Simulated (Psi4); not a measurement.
**TPSS/cc-pVDZ (sweep point 1) run of [SiH3]+ (SMILES [SiH3+])**

Aim: the energy change on altering one bond length of [SiH3]+ at TPSS/cc-pVDZ (sweep point 1), from 2 runs. 

The calculation is run with Psi4 1.11.

## (1) Starting point

[SiH3]+: 4 atoms, total charge +1, spin state singlet. SMILES: `[SiH3+]`. Geometry: relaxed at PBE0-D4/def2-TZVP.

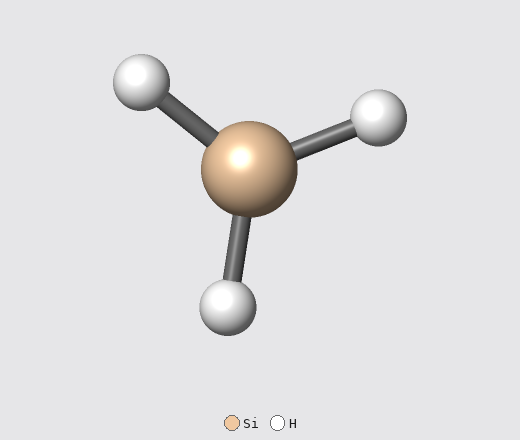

Viewed from a chosen angle; silicon light orange, hydrogen white.

## (2) The energy at TPSS/cc-pVDZ (sweep point 1)

File job.py:

```python
import psi4

psi4.set_memory('1600 MB')
psi4.set_num_threads(1)
psi4.set_output_file('h3si.out', False)

geom = psi4.geometry("""
1 1
Si     0.000000     0.000000     0.000000
H      0.686900     0.675400     1.113000
H     -0.118400    -1.467200    -0.009900
H     -0.568500     0.791700    -1.103100
symmetry c1
""")

psi4.set_options(dict(basis='cc-pVDZ', reference='rks', puream=True, scf_type='pk', dft_radial_points=99, dft_spherical_points=590))

e, wfn = psi4.energy('TPSS', return_wfn=True)
print(f'total energy {e:.8f} hartree = {e * 27.211386:.5f} eV')
```

On the command line:

```sh
$ python job.py
```

h3si.out:

```text
[...]
  Running in c1 symmetry.
[...]
  Nuclear repulsion =   15.721450087033412
[...]
  Multiplicity = 1
[...]
  Nalpha       = 8
  Nbeta        = 8
[...]
    Number of basis functions: 33
[...]
   @RKS iter   1:  -290.95012237390307   -1.32590e-02   2.45058e-03 ADIIS/DIIS
[...]
   @RKS iter   5:  -290.95486568982352   -3.48171e-08   6.98939e-07 DIIS
[...]
    Orbital Energies [Eh]
    ---------------------
    Doubly Occupied:
       1A    -66.042806     2A     -5.461820     3A     -3.846864
       4A     -3.831859     5A     -3.831859     6A     -0.780047
       7A     -0.610594     8A     -0.610586
[...]
  @RKS Final Energy:  -290.95486568982352
   => Energetics <=
    Nuclear Repulsion Energy =             15.7214500870334124
    One-Electron Energy =                -428.4937712812662767
    Two-Electron Energy =                 143.5648793350730728
    DFT Exchange-Correlation Energy =     -21.7474238306637488
    Empirical Dispersion Energy =           0.0000000000000000
    VV10 Nonlocal Energy =                  0.0000000000000000
    Total Energy =                       -290.9548656898235208
[...]
 Multipole Moments:
 ------------------------------------------------------------------------------------
     Multipole            Electronic (a.u.)      Nuclear  (a.u.)        Total (a.u.)
 ------------------------------------------------------------------------------------
 L = 1.  Multiply by 2.5417464519 to convert [e a0] to [Debye]
 Dipole X            :         -0.0000022            0.0000000           -0.0000022
 Dipole Y            :          0.0001200           -0.0000845            0.0000355
 Dipole Z            :         -0.0000049           -0.0000000           -0.0000049
 Magnitude           :                                                    0.0000359
[...]
```

Standard output:

```text
total energy -290.95486569 hartree = -7917.28516 eV
```

Wall time 5.4 s (1 thread of Intel Xeon 6975P-C (Granite Rapids), shared host); peak memory 0.85 GiB.

## (3) The distorted shape, same level

File run.py:

```python
import psi4

psi4.set_memory(1600000000)
psi4.set_num_threads(1)
psi4.core.set_output_file('output.dat', False)

m = psi4.geometry("""
1 1
Si     0.113696    -0.158334     0.220612
H      0.800596     0.517066     1.333612
H     -0.004704    -1.625534     0.210712
H     -0.568500     0.791700    -1.103100
units angstrom
symmetry c1
""")

options = {'reference': 'rks', 'puream': True, 'scf_type': 'pk', 'dft_radial_points': 99, 'dft_spherical_points': 590}
psi4.set_options(options)

result, w = psi4.energy("tpss/cc-pVDZ", return_wfn=True)
print(f'tpss/cc-pVDZ energy: {result:.10f} Eh')
for k, v in sorted(psi4.core.scalar_variables().items()):
    print(f'{k:45s} {v:18.10f}')
```

On the command line:

```sh
$ python run.py
```

output.dat:

```text
[...]
  Running in c1 symmetry.
[...]
  Nuclear repulsion =   14.844403831432540
[...]
  Multiplicity = 1
[...]
  Nalpha       = 8
  Nbeta        = 8
[...]
    Number of basis functions: 33
[...]
   @RKS iter   1:  -290.93077225636438   -4.85343e-02   2.33430e-03 ADIIS/DIIS
[...]
   @RKS iter   6:  -290.93526146034372   -2.59525e-08   5.02486e-07 DIIS
[...]
    Orbital Energies [Eh]
    ---------------------
    Doubly Occupied:
       1A    -66.052859     2A     -5.467455     3A     -3.852417
       4A     -3.838304     5A     -3.837606     6A     -0.767324
       7A     -0.611064     8A     -0.577236
[...]
  @RKS Final Energy:  -290.93526146034372
   => Energetics <=
    Nuclear Repulsion Energy =             14.8444038314325404
    One-Electron Energy =                -426.7692481653340337
    Two-Electron Energy =                 142.6714043786490151
    DFT Exchange-Correlation Energy =     -21.6818215050912713
    Empirical Dispersion Energy =           0.0000000000000000
    VV10 Nonlocal Energy =                  0.0000000000000000
    Total Energy =                       -290.9352614603437246
[...]
 Multipole Moments:
 ------------------------------------------------------------------------------------
     Multipole            Electronic (a.u.)      Nuclear  (a.u.)        Total (a.u.)
 ------------------------------------------------------------------------------------
 L = 1.  Multiply by 2.5417464519 to convert [e a0] to [Debye]
 Dipole X            :          0.0860820           -0.0961105           -0.0100286
 Dipole Y            :         -0.1197685            0.1337598            0.0139913
 Dipole Z            :          0.1670302           -0.1864898           -0.0194595
 Magnitude           :                                                    0.0259808
[...]
```

On the terminal:

```text
tpss/cc-pVDZ energy: -290.9352614603 Eh
CURRENT ENERGY                                   -290.9352614603
CURRENT REFERENCE ENERGY                         -290.9352614603
DD SOLVATION ENERGY                                 0.0000000000
DFT FUNCTIONAL TOTAL ENERGY                      -290.9352614603
DFT TOTAL ENERGY                                 -290.9352614603
DFT VV10 ENERGY                                     0.0000000000
DFT XC ENERGY                                     -21.6818215051
GRID ELECTRONS ALPHA                                7.9999999889
GRID ELECTRONS BETA                                 7.9999999889
GRID ELECTRONS TOTAL                               15.9999999777
NUCLEAR REPULSION ENERGY                           14.8444038314
ONE-ELECTRON ENERGY                              -426.7692481653
PCM POLARIZATION ENERGY                             0.0000000000
PE ENERGY                                           0.0000000000
SCF ITERATION ENERGY                             -290.9352614603
SCF ITERATIONS                                      6.0000000000
SCF TOTAL ENERGY                                 -290.9352614603
TWO-ELECTRON ENERGY                               142.6714043786
XC GRID RADIAL POINTS                              99.0000000000
XC GRID SPHERICAL POINTS                          590.0000000000
XC GRID TOTAL POINTS                           223956.0000000000
```

Wall time 5.7 s (1 thread of Intel Xeon 6975P-C (Granite Rapids), shared host); peak memory 0.85 GiB.

## (4) What came out

At TPSS/cc-pVDZ (sweep point 1):

```
                                                          quantity          value
                                         first shape: total energy  -290.95487 Eh
                                          first shape: HOMO energy      -16.61 eV
                                          first shape: LUMO energy      -11.05 eV
                                        first shape: HOMO–LUMO gap        5.56 eV
                                     distorted shape: total energy  -290.93526 Eh
                                      distorted shape: HOMO energy      -15.71 eV
                                      distorted shape: LUMO energy      -11.01 eV
                                    distorted shape: HOMO–LUMO gap        4.69 eV
energy change with the Si1–H4 bond stretched from 1.472 to 1.766 Å       0.533 eV
```

**Reading.** With the Si1–H4 bond stretched from 1.472 to 1.766 Å the energy rises by 0.53 eV (51.5 kJ/mol). The first shape isn't relaxed at this level, so the change isn't measured from a minimum.
